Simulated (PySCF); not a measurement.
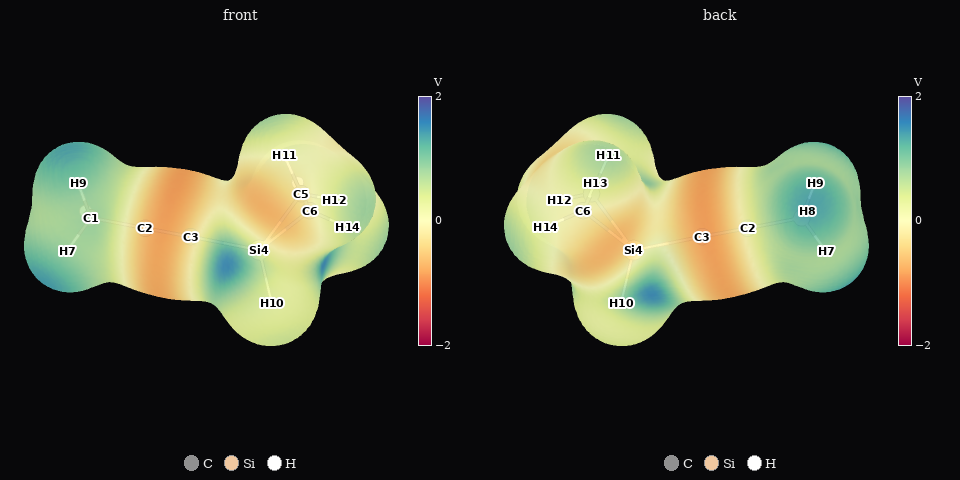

C₅H₈Si (SMILES CC#C[SiH]1CC1). The electrostatic potential painted on the density surface at 0.004 e/bohr³, seen from the front and from behind; red is negative and blue positive.

Geometry: GFN2-xTB.

Level of theory: CAM-B3LYP/def2-SVPD, SCF density, gas phase in PySCF 2.14.0.

Input

```
{"job": {"kind": "uv", "xc": "CAM-B3LYP", "basis": "def2-SVPD", "nstates": 8, "ntriplets": 3}, "charge": 0, "multiplicity": 1}
C      3.252670    -0.444287     0.299956
C      1.896295    -0.266344    -0.165934
C      0.761855    -0.115973    -0.545997
Si    -0.954953     0.108642    -1.144964
C     -2.137562     1.078388    -0.045522
C     -2.349309    -0.443523    -0.005937
H      3.941520    -0.425526    -0.544721
H      3.349295    -1.400831     0.813946
H      3.517958     0.356585     0.990361
H     -1.145157     0.095643    -2.585866
H     -1.783544     1.527631     0.871975
H     -2.941863     1.655121    -0.481560
H     -2.124950    -0.925218     0.935525
H     -3.282933    -0.800782    -0.418406
```

Launched as:

```sh
OMP_NUM_THREADS=1 python probes_run.py task.json out
```

Question: Where is the surface potential most negative and most positive?

Answer: The most negative region (about −0.9 V) lies over C2 and C3, the most positive (about +1.5 V) over Si4.

Question: How polar is the molecule by this calculation?

Answer: Its dipole moment is 1.46 D.
